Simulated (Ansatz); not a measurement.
**CH7FSi2 (SMILES F[SiH2]C[SiH3]): wB97M-V/6-31G(d) (spherical functions)**

Aim: the energy change on altering one bond length of CH7FSi2 at wB97M-V/6-31G* (spherical functions), from 2 runs. 

The calculation is run with Ansatz 0.2.0.

58 further runs of the same task are left out: 1 that didn't finish, 57 set aside as unsound or not needed.

## Step 1: The molecule

CH7FSi2: 11 atoms, total charge 0, spin state singlet. As SMILES, `F[SiH2]C[SiH3]`. Geometry: relaxed at PBE0-D4/def2-TZVP. This is one conformer, not always the lowest.

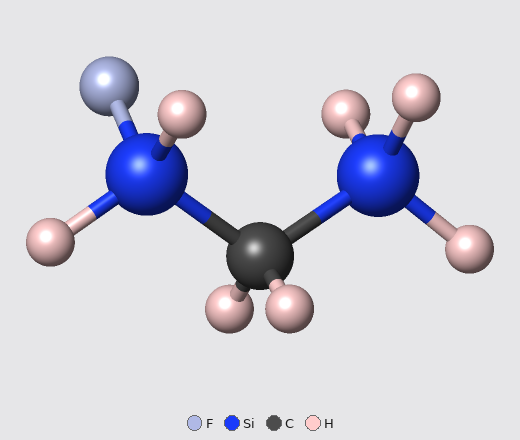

Viewed from a chosen angle; fluorine light blue, silicon blue, carbon dark grey, hydrogen pink.

## Step 2: The energy at wB97M-V/6-31G(d) (spherical functions)

The input, run.yaml:

```yaml
crystal:
  periodic: [false, false, false]
  atoms:
    - symbol: F
      position_ang: [-1.629100, 1.667400, 0.202000]
    - symbol: Si
      position_ang: [-0.069200, 1.498400, 0.534400]
    - symbol: C
      position_ang: [0.349200, -0.305900, 0.605500]
    - symbol: Si
      position_ang: [-0.157200, -1.306900, -0.899700]
    - symbol: H
      position_ang: [0.694000, 2.172900, -0.545000]
    - symbol: H
      position_ang: [0.175700, 2.177500, 1.831400]
    - symbol: H
      position_ang: [1.437100, -0.385200, 0.722600]
    - symbol: H
      position_ang: [-0.101300, -0.751100, 1.498900]
    - symbol: H
      position_ang: [-1.636400, -1.388400, -0.995700]
    - symbol: H
      position_ang: [0.369900, -0.665700, -2.134100]
    - symbol: H
      position_ang: [0.392600, -2.686000, -0.812200]
basis:
  gaussian:
    orbitals: 6-31G_st_-spherical.json
hamiltonian:
  xc: {name: wB97M-V}
accuracy: high
output: {orbitals: {seedname: orbitals}}
```

The basis set 6-31G* is read from a file made from the Basis Set Exchange's data (not shown).

Run with:

```sh
$ ansatz run run.yaml --threads 1 --pin off --max-ram 3480MiB --events-out events.jsonl --progress --plain --runs-dir runs
```

Log:

```text
Warning: RAYON_NUM_THREADS=1 ignored (pool sized by the plan → 1); use --threads N
Functional definition: wB97M-V
  name "wB97M-V"
  parameter omega = 0.3/bohr
  parameter cx = 0.15
  parameter cx01 = 1.007
  parameter cx10 = 0.259
  parameter css00 = 0.443
  parameter css04 = -1.437
  parameter css10 = -4.535
  parameter css20 = -3.390
  parameter css43 = 4.278
  parameter cos00 = 1.000
  parameter cos10 = 1.358
  parameter cos20 = 2.924
  parameter cos21 = -8.812
  parameter cos60 = -1.390
  parameter cos61 = 9.142
  parameter b = 6.0
  parameter c = 0.01
  gx(w, u) = 1 - cx + cx01*u + cx10*w
  gss(w, u) = css00 + css04*u^4 + css10*w + css20*w^2 + css43*w^4*u^3
  gos(w, u) = cos00 + cos10*w + (cos20 + cos21*u)*w^2 + (cos60 + cos61*u)*w^6
  exchange = spin_sum(e_x_unif_sr(omega)*gx(b97_w, b97_u_x)) + cx*exact_x_sr(omega) + exact_x_lr(omega)
  correlation = spin_sum(e_c_pw_mod_same_spin*gss(b97_w, b97_u_same))
      + integral(e_c_pw_mod_opposite_spin*gos(b97_w_opposite, b97_u_opposite)) + vv10(b, c)
1847 factors; integrals over basis functions are off by at most 3.6e-9 eV
411 factors; integrals over basis functions are off by at most 2.3e-9 eV
mean field evaluation 1: about -19618.0031 eV, gradient 3.7e1 eV
mean field evaluation 2: about -19618.7147 eV, gradient 3.4e1 eV
mean field evaluation 4: about -19620.7582 eV, gradient 1.5e0 eV
mean field evaluation 8: about -19620.9055 eV, gradient 2.1e-2 eV
mean field evaluation 16: about -19620.9055 eV, gradient 5.1e-6 eV
mean field -19620.90552631 eV, -721.0549785644 hartree, gradient 3.1e-8 eV, S^2 0.000000; 0 other end points of the search recorded, 0 dependent functions left out
reference -19620.90553172 eV, -721.0549787634 hartree; 25, 25 occupied and 53, 53 virtual orbitals, 1847 factors
Total energy: -19620.90553172 eV, -721.0549787634 hartree
```

Wall time 96 s (1 thread of Arm Neoverse V1, shared host); peak memory 0.59 GiB.

## Step 3: The distorted shape at the same level

The input, in.yaml:

```yaml
basis:
  gaussian:
    orbitals: 6-31G_st_-spherical.json
crystal:
  periodic: [false, false, false]
  atoms:
    - {symbol: F, position_ang: [-2.131182, 3.832571, 0.116680]}
    - {symbol: Si, position_ang: [-0.571282, 3.663571, 0.449080]}
    - {symbol: C, position_ang: [0.349200, -0.305900, 0.605500]}
    - {symbol: Si, position_ang: [-0.157200, -1.306900, -0.899700]}
    - {symbol: H, position_ang: [0.191918, 4.338071, -0.630320]}
    - {symbol: H, position_ang: [-0.326382, 4.342671, 1.746080]}
    - {symbol: H, position_ang: [1.437100, -0.385200, 0.722600]}
    - {symbol: H, position_ang: [-0.101300, -0.751100, 1.498900]}
    - {symbol: H, position_ang: [-1.636400, -1.388400, -0.995700]}
    - {symbol: H, position_ang: [0.369900, -0.665700, -2.134100]}
    - {symbol: H, position_ang: [0.392600, -2.686000, -0.812200]}
hamiltonian:
  xc: {name: wB97M-V}
accuracy: high
output:
  orbitals: {seedname: orbitals}
```

The basis set 6-31G* is read from a file made from the Basis Set Exchange's data (not shown).

Run with:

```sh
$ ansatz run in.yaml --threads 1 --pin off --max-ram 3480MiB --events-out events.jsonl --progress --plain --runs-dir runs
```

Log (excerpt; [...] marks lines left out):

```text
Warning: RAYON_NUM_THREADS=1 ignored (pool sized by the plan → 1); use --threads N
[... 2 set-up lines as earlier in the session ...]
[...]
  gx(w, u) = 1 - cx + cx01*u + cx10*w
  gss(w, u) = css00 + css04*u^4 + css10*w + css20*w^2 + css43*w^4*u^3
  gos(w, u) = cos00 + cos10*w + (cos20 + cos21*u)*w^2 + (cos60 + cos61*u)*w^6
[...]
      + integral(e_c_pw_mod_opposite_spin*gos(b97_w_opposite, b97_u_opposite)) + vv10(b, c)
1738 factors; integrals over basis functions are off by at most 4.2e-8 eV
463 factors; integrals over basis functions are off by at most 2.3e-9 eV
[...]
mean field -19615.07463555 eV, -720.8406972812 hartree, gradient 4.3e-8 eV, S^2 0.000000; 0 other end points of the search recorded, 0 dependent functions left out
reference -19615.07464177 eV, -720.8406975101 hartree; 25, 25 occupied and 53, 53 virtual orbitals, 1738 factors
Total energy: -19615.07464177 eV, -720.8406975101 hartree
```

Wall time 90 s (1 thread of Arm Neoverse V1, shared host); peak memory 0.57 GiB.

## Step 4: Results

Level: wB97M-V/6-31G* (spherical functions).

| quantity | value |
| --- | --- |
| first shape: total energy | -721.05498 Eh |
| first shape: HOMO energy | -10.93 eV |
| first shape: LUMO energy | 2.43 eV |
| first shape: HOMO–LUMO gap | 13.36 eV |
| distorted shape: total energy | -720.84070 Eh |
| distorted shape: HOMO energy | -7.35 eV |
| distorted shape: LUMO energy | -2.31 eV |
| distorted shape: HOMO–LUMO gap | 5.04 eV |
| energy change with the Si2–C3 bond stretched from 1.854 to 4.078 Å | 5.831 eV |

With the Si2–C3 bond stretched from 1.854 to 4.078 Å the energy rises by 5.83 eV (563 kJ/mol). The first shape isn't relaxed at this level, so the change isn't measured from a minimum. A restricted reference can't describe the breaking bond well at this length.
